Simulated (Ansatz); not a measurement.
```yaml
crystal:
  periodic: [false, false, false]
  atoms:
    - {symbol: C, position_ang: [-0.120937, 0.010045, 0.051280]}
    - {symbol: Cl, position_ang: [1.469397, -0.290787, -0.672482]}
    - {symbol: H, position_ang: [-0.284765, -0.715423, 0.844691]}
    - {symbol: H, position_ang: [-0.880689, -0.300850, -0.442567]}
    - {symbol: H, position_ang: [-0.133840, 1.019691, 0.455127]}
basis:
  gaussian: {orbitals: def2-TZVPP}
hamiltonian: {xc: pbe, dispersion: d4}
```

Geometry: moved along internal coordinates away from the minimum.

Describe the molecule in this file.

Formula CH₃Cl. Its SMILES string is `CCl`. Among its groups: C–Cl bond.

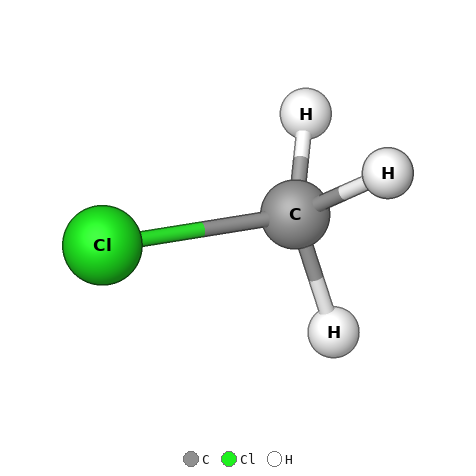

Figure made from data computed with Ansatz.
